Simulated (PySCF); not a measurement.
## Electronic structure of C3H9AlF3N in real space

```yaml
atoms:
  - { symbol: N, position_ang: [2.6652, -0.2066, 0.2154] }
  - { symbol: Al, position_ang: [0.7440, -0.9118, 0.2941] }
  - { symbol: C, position_ang: [-0.1155, 0.9220, 0.7281] }
  - { symbol: C, position_ang: [-1.4234, 0.8763, 0.0020] }
  - { symbol: F, position_ang: [-1.2426, 1.0122, -1.3454] }
  - { symbol: F, position_ang: [-2.2824, 1.9175, 0.3170] }
  - { symbol: C, position_ang: [-2.1975, -0.4178, 0.2629] }
  - { symbol: F, position_ang: [-1.2807, -1.4419, 0.4035] }
  - { symbol: H, position_ang: [2.7995, 0.4227, -0.5725] }
  - { symbol: H, position_ang: [2.9672, 0.2622, 1.0653] }
  - { symbol: H, position_ang: [3.2516, -1.0227, 0.0745] }
  - { symbol: H, position_ang: [0.9699, -1.8607, 1.5135] }
  - { symbol: H, position_ang: [0.7406, -1.4113, -1.1888] }
  - { symbol: H, position_ang: [-0.3580, 1.0077, 1.7966] }
  - { symbol: H, position_ang: [0.3668, 1.8680, 0.4547] }
  - { symbol: H, position_ang: [-2.7600, -0.3416, 1.1959] }
  - { symbol: H, position_ang: [-2.8516, -0.6621, -0.5773] }
```

Geometry: GFN2-xTB.

All numbers below come from PySCF 2.14.0, CAM-B3LYP/def2-SVPD, SCF density, gas phase.

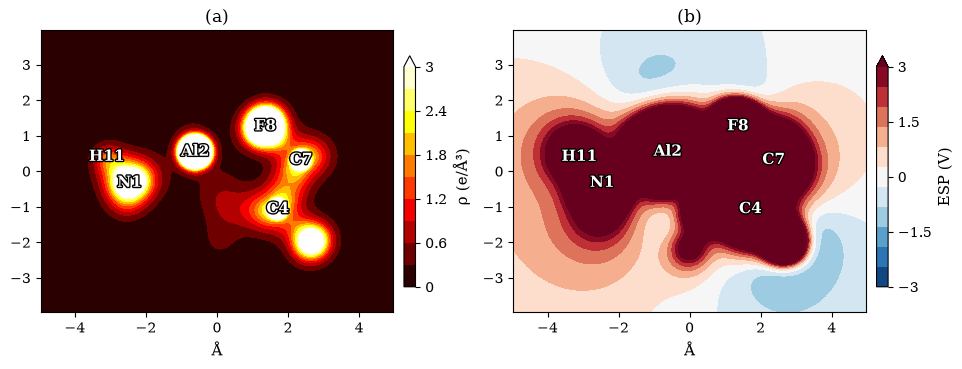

Figure 1. (a) total electron density; (b) molecular electrostatic potential on the plane of atoms Al2, F8 and C7.

Interpret the plot.

Answer.
- The section cuts through N, Al, C, F and H sites.
- C–F (1.38 Å): ρ is about 2 e/Å³ halfway, with its minimum of 1.5 e/Å³ about 0.5 Å from C.
- Al–N (2.05 Å): ρ at the midpoint is about 0.48 e/Å³.
- Al–F (2.10 Å): ρ is about 0.26 e/Å³ halfway.
- N–H (1.01 Å): the density is about 2.9 e/Å³ at the midpoint.
- Outside the dense part of the molecule the potential is most negative (−1.3 V) near F6, which lies off the plane.

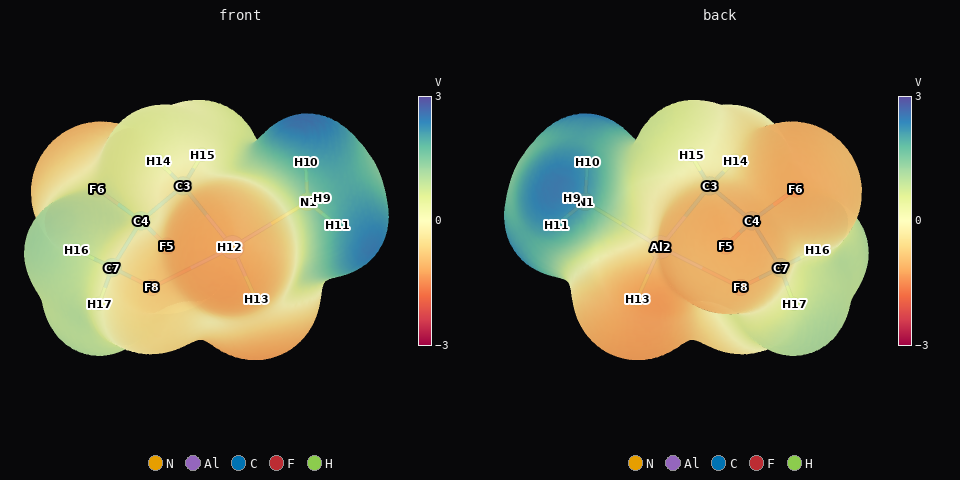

Figure 2. The molecular electrostatic potential painted on the density surface at 0.002 e/bohr³, seen from the front and from behind; the colour scale runs from red (negative) to blue (positive).

Describe the electrostatic potential map.

Answer. The most negative region (about −1.3 V) lies over H13, the most positive (about +2.6 V) over H9 and H10.

What dipole moment does the calculation give?

Answer. Its dipole moment is 3.74 D.
